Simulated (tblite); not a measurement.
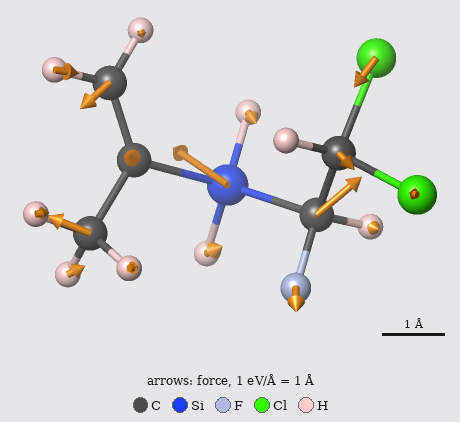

Starting geometry of C5H9Cl2FSi with the computed forces as orange arrows. Style: ball-and-stick. Shown face on.

The calculation used GFN2-xTB geometry optimisation, gas phase in tblite 0.8.0. 

**Is this structure relaxed? If not, where do the atoms go?**

It isn't relaxed: the largest force vector, on the Si atom, is 1.69 eV/Å. The final displacements have little in common with the starting forces (cosine between the two patterns 0.16). After 78 geometry steps the energy has fallen by 4.36 kcal/mol. A Cl atom moves most after the best rigid fit: 0.71 Å. Largest moves by element: Cl 0.71 Å, H 0.41 Å, C 0.20 Å, F 0.14 Å, Si 0.11 Å. Among the contacts that change: Cl–Si 3.544 → 3.201 Å, C–Si 1.885 → 1.941 Å, C–Cl 1.786 → 1.765 Å, C–C 1.530 → 1.509 Å. Among the angles between lasting bonds that change: C–Si–H 110.1° → 103.4°, C–Si–H 108.3° → 114.0°, C–Si–C 111.4° → 106.5°.
